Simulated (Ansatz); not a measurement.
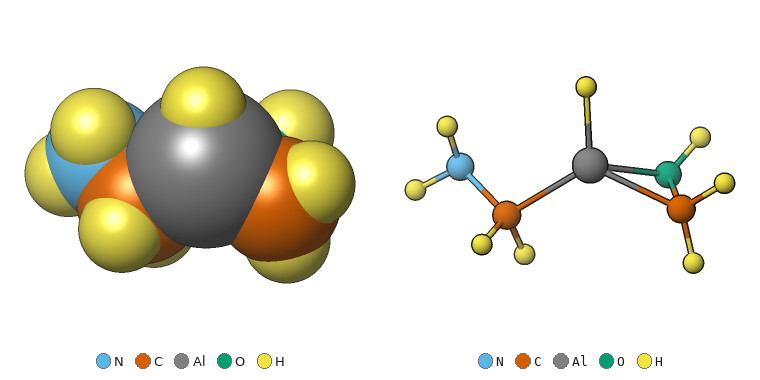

Two views of one molecule.

The geometry was computed by an optimisation with PBE0-D4/def2-TZVP. No frequency run is at hand to confirm it as a minimum.

Identify the structure.

Formula C₂H₈AlNO. The point group is C1. Coordination, clear cases only: 1 N trigonal pyramidal; 1 C tetrahedral; 1 O trigonal pyramidal.

The parts below concern this one geometry. Atoms keep their numbers from picture to picture.

Geometry

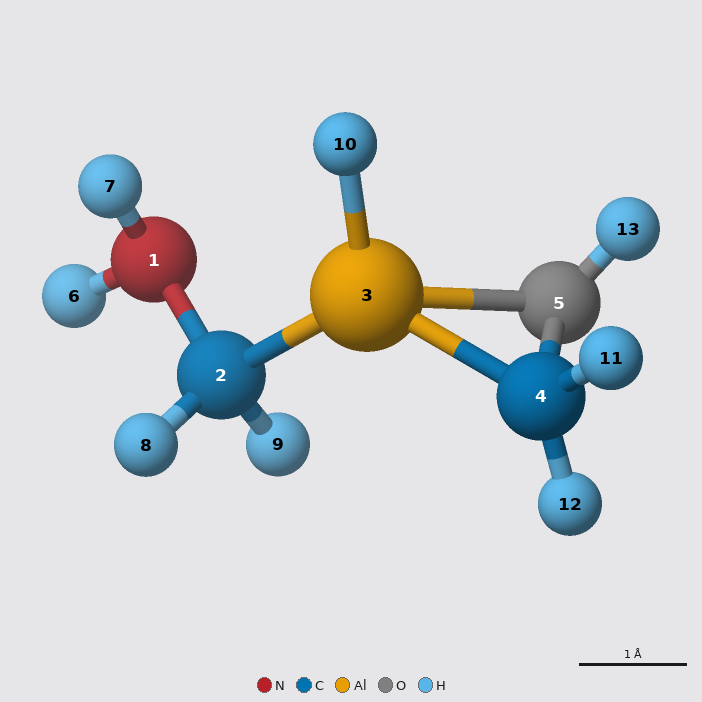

The atoms are numbered. No frequency run is at hand to confirm it as a minimum.

Give the bond lengths.

```
   bond  length (Å)
  N1–C2       1.467
  N1–H6       1.013
  N1–H7       1.012
 C2–Al3       1.966
  C2–H8       1.103
  C2–H9       1.097
 Al3–C4       1.948
 Al3–O5       1.962
Al3–H10       1.593
  C4–O5       1.519
 C4–H11       1.089
 C4–H12       1.087
 O5–H13       0.961
```

Charges

The questions are on Mulliken charges. No frequency run is at hand to confirm it as a minimum. Properties computed with RKS r2SCAN-D4/def2-TZVPP (Ansatz 0.2.0).

List the Mulliken charges.

```
atom  value (e)
  N1      −0.37
  C2      −0.18
 Al3       0.51
  C4      −0.27
  O5      −0.21
  H6       0.12
  H7       0.14
  H8       0.04
  H9       0.04
 H10      −0.19
 H11       0.08
 H12       0.08
 H13       0.21
```

Dipole moment

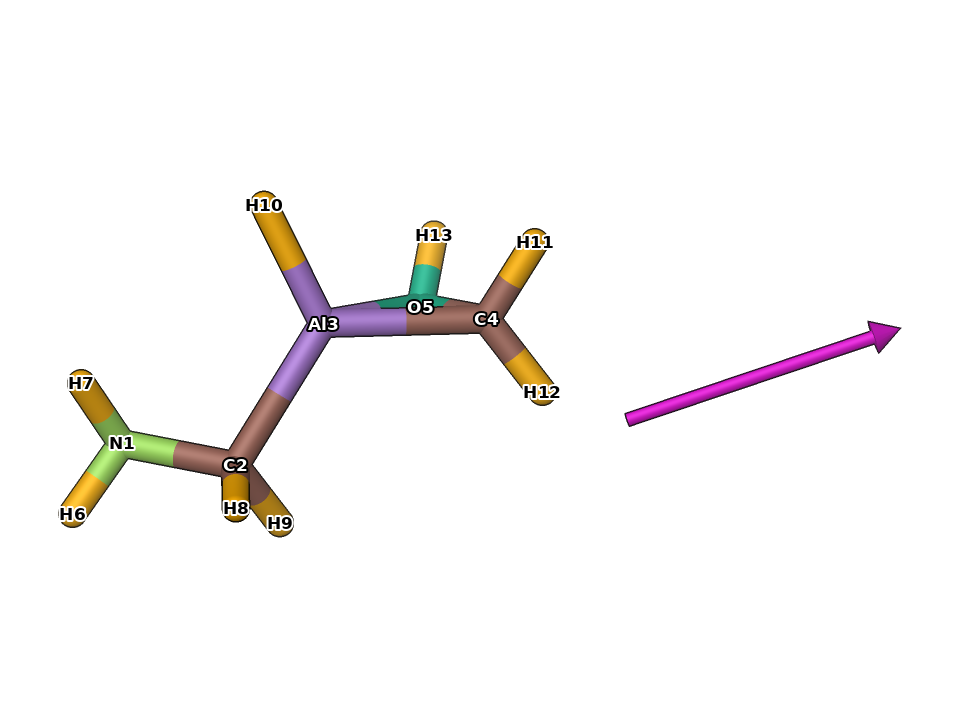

The arrow beside the molecule shows the direction of the dipole moment, from the negative to the positive end (its length means nothing). No frequency run is at hand to confirm it as a minimum. Properties computed with RKS PBE-D4/def2-TZVPP (Ansatz 0.2.0).

> How large is the dipole moment?

1.51 D; it points from the side of H6 to the side of H11 (the outermost atoms at the two ends).

Levels of theory compared

No frequency run is at hand to confirm it as a minimum. Program: Ansatz 0.2.0.

Tabulate HOMO–LUMO gap (eV) at these levels: B3LYP-D4/def2-TZVPP; PBE-D4/def2-TZVPP; PBE0-D4/def2-TZVPP; r2SCAN-D4/def2-TZVPP; ωB97M-V/def2-TZVPP; ωB97X-V/def2-TZVPP.

```csv
level,HOMO–LUMO gap (eV)
B3LYP-D4/def2-TZVPP,5.81
PBE-D4/def2-TZVPP,4.01
PBE0-D4/def2-TZVPP,6.33
r2SCAN-D4/def2-TZVPP,4.80
ωB97M-V/def2-TZVPP,10.21
ωB97X-V/def2-TZVPP,10.68
```

Mulliken values depend strongly on the basis set and can even reverse the polarity of a bond.
